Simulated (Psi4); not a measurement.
**NSF3 (thiazyl trifluoride) at CCSD/def2-SVPD**

Aim: the energy change on altering one bond length of NSF3 (thiazyl trifluoride) at CCSD/def2-SVPD, from 2 runs. 

The results are computed with Psi4 1.11.

## 1. The molecule

NSF3 has 5 atoms, charge 0, and is taken as a singlet. SMILES: `N#S(F)(F)F`. The shape is that of a PBE0-D4/def2-TZVP optimisation.

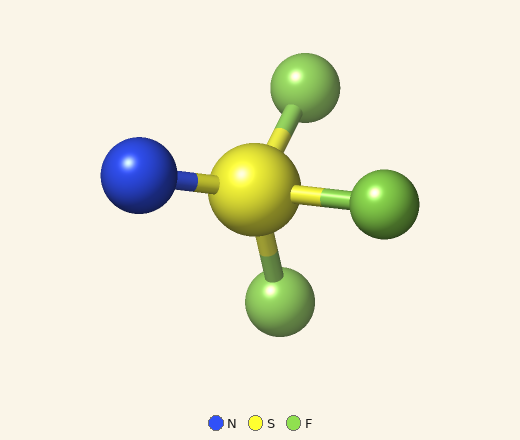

The structure, seen from a chosen angle (nitrogen blue, sulfur yellow, fluorine green).

## 2. A single-point energy at CCSD/def2-SVPD

Contents of f3ns.py:

```python
import psi4

psi4.set_memory(2200000000)
psi4.set_num_threads(1)
psi4.core.set_output_file('f3ns.out', False)

mol = psi4.geometry("""
0 1
N     -0.349630    -0.004150     1.591380
S     -0.047340    -0.000560     0.215490
F      1.023370    -0.939300    -0.408980
F     -1.108620    -0.317610    -0.875740
F      0.482210     1.261610    -0.522150
symmetry c1
""")

psi4.set_options({
    'puream': True,
    'e_convergence': 1e-09,
    'd_convergence': 1e-08,
    'scf_type': 'pk',
    'num_frozen_docc': 9,
})

result = psi4.energy("ccsd/def2-SVPD")
print(f'ccsd/def2-SVPD energy: {result:.10f} Eh')
for k, v in sorted(psi4.core.scalar_variables().items()):
    print(f'{k:45s} {v:18.10f}')
```

Launch:

```
$ python f3ns.py
```

f3ns.out:

```text
[...]
  Running in c1 symmetry.
[...]
  Nuclear repulsion =  284.226728899419811
[...]
  Multiplicity = 1
[...]
  Nalpha       = 25
  Nbeta        = 25
[...]
    Number of basis functions: 116
[...]
   @RHF iter   1:  -749.46738947193137    4.53882e-01   6.45263e-03 DIIS/ADIIS
[...]
   @RHF iter  11:  -749.70449295241053   -4.99085e-11   7.72589e-09 DIIS
[...]
    Orbital Energies [Eh]
    ---------------------
    Doubly Occupied:
       1A    -92.315178     2A    -26.414587     3A    -26.414563
       4A    -26.414561     5A    -15.612566     6A     -9.303700
       7A     -6.994806     8A     -6.994806     9A     -6.993818
      10A     -1.781453    11A     -1.685930    12A     -1.685929
      13A     -1.290689    14A     -1.007047    15A     -0.889279
      16A     -0.889278    17A     -0.819996    18A     -0.796942
      19A     -0.796941    20A     -0.738728    21A     -0.738728
      22A     -0.731506    23A     -0.584224    24A     -0.488500
      25A     -0.488499
[...]
  @RHF Final Energy:  -749.70449295241053
   => Energetics <=
    Nuclear Repulsion Energy =            284.2267288994198111
    One-Electron Energy =               -1602.1179343939079445
    Two-Electron Energy =                 568.1867125420775437
    Total Energy =                       -749.7044929524105328
[...]
 Multipole Moments:
 ------------------------------------------------------------------------------------
     Multipole            Electronic (a.u.)      Nuclear  (a.u.)        Total (a.u.)
 ------------------------------------------------------------------------------------
 L = 1.  Multiply by 2.5417464519 to convert [e a0] to [Debye]
 Dipole X            :          0.5258801           -0.3438495            0.1820306
 Dipole Y            :          0.0062432           -0.0040747            0.0021685
 Dipole Z            :         -2.3935963            1.5651108           -0.8284855
 Magnitude           :                                                    0.8482500
[...]
      * MP2 total energy                      = -750.632675784906951
[...]
      * CCSD total energy                     = -750.631930505943274
```

Standard output:

```text
ccsd/def2-SVPD energy: -750.6319305059 Eh
CC D1 DIAGNOSTIC                                    0.0402781869
CC D2 DIAGNOSTIC                                    0.1629218531
CC NEW D1 DIAGNOSTIC                                0.0402781869
CC T1 DIAGNOSTIC                                    0.0159503309
CCSD CORRELATION ENERGY                            -0.9274375535
CCSD DOUBLES ENERGY                                -0.9274375535
CCSD ITERATIONS                                    16.0000000000
CCSD OPPOSITE-SPIN CORRELATION ENERGY              -0.7006576599
CCSD SAME-SPIN CORRELATION ENERGY                  -0.2267798936
CCSD SINGLES ENERGY                                 0.0000000000
CCSD TOTAL ENERGY                                -750.6319305059
CURRENT CORRELATION ENERGY                         -0.9274375535
CURRENT ENERGY                                   -750.6319305059
CURRENT REFERENCE ENERGY                         -749.7044929524
DD SOLVATION ENERGY                                 0.0000000000
HF KINETIC ENERGY                                 748.4730497325
HF POTENTIAL ENERGY                             -1498.1775426849
HF TOTAL ENERGY                                  -749.7044929524
HF VIRIAL RATIO                                     2.0016452740
MP2 CORRELATION ENERGY                             -0.9281828325
MP2 DOUBLES ENERGY                                 -0.9281828325
MP2 OPPOSITE-SPIN CORRELATION ENERGY               -0.6669813536
MP2 SAME-SPIN CORRELATION ENERGY                   -0.2612014789
MP2 SINGLES ENERGY                                 -0.0000000000
MP2 TOTAL ENERGY                                 -750.6326757849
NUCLEAR REPULSION ENERGY                          284.2267288994
ONE-ELECTRON ENERGY                             -1602.1179343939
PCM POLARIZATION ENERGY                             0.0000000000
PE ENERGY                                           0.0000000000
SCF ITERATION ENERGY                             -749.7044929524
SCF ITERATIONS                                     11.0000000000
SCF TOTAL ENERGY                                 -749.7044929524
TWO-ELECTRON ENERGY                               568.1867125421
```

It took 1.8 min on 1 thread of Intel Xeon Platinum 8375C at 2.90GHz (Ice Lake), shared host; peak memory 1.3 GiB.

## 3. The distorted shape

Contents of run.py:

```python
import numpy as np
from ase.calculators.psi4 import Psi4
from ase import Atoms

mol = Atoms(['N', 'S', 'F', 'F', 'F'], positions=[
    [-0.985088, -1.518749, 2.476545],
    [-0.682798, -1.515159, 1.100655],
    [0.387912, -2.453899, 0.476185],
    [-1.744078, -1.832209, 0.009425],
    [0.482210, 1.261610, -0.522150],
])
calc = Psi4(atoms=mol, method='ccsd', basis='def2-SVPD', memory='2200MB', num_threads=1, charge=0, multiplicity=1, label='calc')
calc.psi4.set_options({'puream': True, 'e_convergence': 1e-09, 'd_convergence': 1e-08, 'scf_type': 'pk', 'num_frozen_docc': 9})
mol.calc = calc

print(f'energy: {mol.get_potential_energy():.6f} eV')
```

Launch:

```
$ python run.py
```

calc.dat:

```text
[...]
  Running in c1 symmetry.
[...]
  Nuclear repulsion =  236.845827014018795
[...]
  Multiplicity = 1
[...]
  Nalpha       = 25
  Nbeta        = 25
[...]
    Number of basis functions: 116
[...]
   @RHF iter   1:  -749.11356039451744   -2.31954e-02   7.21129e-03 ADIIS/DIIS
[...]
   @RHF iter  21:  -749.46611932929216   -5.32054e-11   7.10210e-09 DIIS
[...]
    Orbital Energies [Eh]
    ---------------------
    Doubly Occupied:
       1A    -92.358672     2A    -26.510356     3A    -26.510340
       4A    -26.120588     5A    -15.795932     6A     -9.363066
       7A     -7.052955     8A     -7.051445     9A     -7.050947
      10A     -1.834474    11A     -1.767157    12A     -1.430500
      13A     -1.310848    14A     -1.065239    15A     -0.942692
      16A     -0.915302    17A     -0.893742    18A     -0.850007
      19A     -0.819141    20A     -0.738879    21A     -0.662759
      22A     -0.637510    23A     -0.455106    24A     -0.455090
      25A     -0.381704
[...]
  @RHF Final Energy:  -749.46611932929216
   => Energetics <=
    Nuclear Repulsion Energy =            236.8458270140187949
    One-Electron Energy =               -1506.6749830144603948
    Two-Electron Energy =                 520.3630366711494162
    Total Energy =                       -749.4661193292921553
[...]
 Multipole Moments:
 ------------------------------------------------------------------------------------
     Multipole            Electronic (a.u.)      Nuclear  (a.u.)        Total (a.u.)
 ------------------------------------------------------------------------------------
 L = 1.  Multiply by 2.5417464519 to convert [e a0] to [Debye]
 Dipole X            :         -0.7946620           -0.6142562           -1.4089181
 Dipole Y            :         -2.9044179           -0.6485826           -3.5530005
 Dipole Z            :         -0.2387363            1.9417754            1.7030391
 Magnitude           :                                                    4.1844002
[...]
      * MP2 total energy                      = -750.456222553616612
[...]
      * CCSD total energy                     = -750.460622417717786
```

Standard output:

```text
energy: -20421.073693 eV
```

Run time: 4 min. Hardware: 1 thread of Intel Xeon Platinum 8375C at 2.90GHz (Ice Lake), shared host; peak memory 1.3 GiB.

## 4. What came out

Level: CCSD/def2-SVPD, 9 core orbitals frozen.

| quantity | value |
| --- | --- |
| first shape: total energy | -750.63193 Eh |
| first shape: HOMO energy (Hartree–Fock orbitals) | -13.29 eV |
| first shape: LUMO energy (Hartree–Fock orbitals) | 1.65 eV |
| first shape: HOMO–LUMO gap (Hartree–Fock orbitals) | 14.94 eV |
| first shape: correlation energy (9 core orbitals frozen) | -927.4 mEh |
| first shape: T1 diagnostic | 0.016 |
| distorted shape: total energy | -750.46062 Eh |
| distorted shape: HOMO energy (Hartree–Fock orbitals) | -10.39 eV |
| distorted shape: LUMO energy (Hartree–Fock orbitals) | -5.08 eV |
| distorted shape: HOMO–LUMO gap (Hartree–Fock orbitals) | 5.31 eV |
| distorted shape: correlation energy (9 core orbitals frozen) | -994.5 mEh |
| distorted shape: T1 diagnostic | 0.106 |
| energy change with the S2–F5 bond stretched from 1.555 to 3.421 Å | 4.662 eV |

One bond (distorted shape) is far stretched, which a spin-restricted single reference describes badly; a broken-symmetry solution may lie lower. With the S2–F5 bond stretched from 1.555 to 3.421 Å the energy rises by 4.66 eV (450 kJ/mol). The first shape isn't relaxed at this level, so the change isn't measured from a minimum. A restricted reference can't describe the breaking bond well at this length. The T1 diagnostic (distorted shape) of 0.106 is above the customary mark for such species, so a single reference may not serve.
